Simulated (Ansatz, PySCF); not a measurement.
Dissociation curve of SiLi (anion, charge -1), lowest singlet found (which spin is the ground state isn't settled by this scan).

Computed with: RCCSD(T) = CCSD(T) on RHF/aug-cc-pVDZ, frozen core in Ansatz (a quantum-chemistry and plane-wave program); RHF/3-21G = restricted Hartree-Fock/3-21G (PySCF); RCCSDT(Q) = CCSDT(Q) on RHF/aug-cc-pVDZ, frozen core (Ansatz).

Energies are in kJ/mol, each relative to the lowest point of its own curve between 2.07 and 3.20 Å, where full CI is lowest.

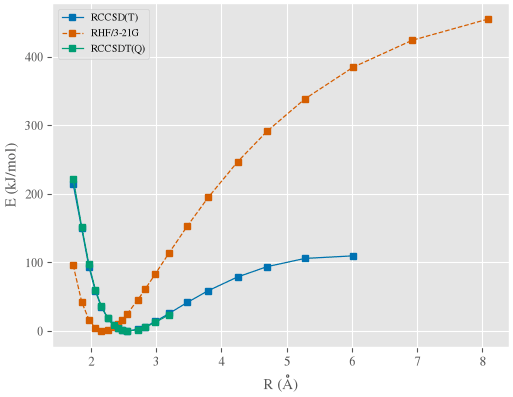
Energy against bond length for each method.

| R / Å | RCCSD(T) | RHF/3-21G | RCCSDT(Q) |
|---|---|---|---|
| 1.73 | 214.0 | 95.8 | 222.0 |
| 1.86 | 149.5 | 42.4 | 152.0 |
| 1.97 | 93.8 | 16.6 | 97.4 |
| 2.07 | 58.0 | 4.3 | 59.9 |
| 2.16 | 35.3 | 0.0 | 36.4 |
| 2.26 | 18.2 | 0.9 | 18.8 |
| 2.35 | 8.4 | 5.4 | 8.8 |
| 2.41 | 4.3 | 10.0 | 4.5 |
| 2.47 | 1.6 | 15.5 | 1.8 |
| 2.56 | 0.0 | 25.2 | 0.0 |
| 2.72 | 2.1 | 45.4 | 1.8 |
| 2.83 | 6.1 | 60.6 | 5.4 |
| 2.99 | 13.8 | 83.5 | 12.6 |
| 3.20 | 25.6 | 113.9 | 23.8 |
| 3.48 | 41.7 | 153.2 | — |
| 3.80 | 58.8 | 194.9 | — |
| 4.25 | 78.8 | 246.9 | — |
| 4.70 | 93.8 | 291.2 | — |
| 5.28 | 105.8 | 338.4 | — |
| 6.02 | 109.5 | 384.7 | — |
| 6.92 | — | 423.7 | — |
| 8.09 | — | 454.9 | — |

Dashes: no converged value, or the column stops at the first point that the program doubted or that broke a chosen test of continuity, which isn't proof of a fault.

The T1 diagnostic of CCSD on the restricted reference of RCCSD(T), RCCSDT(Q) exceeds 0.045 at 1.86 to 2.47, 2.99 to 8.09 Å. Where the anion isn't bound against loss of the electron, the finite basis alone holds it. The restricted form behind RHF/3-21G keeps the bonding electrons paired and can't separate into open-shell fragments.
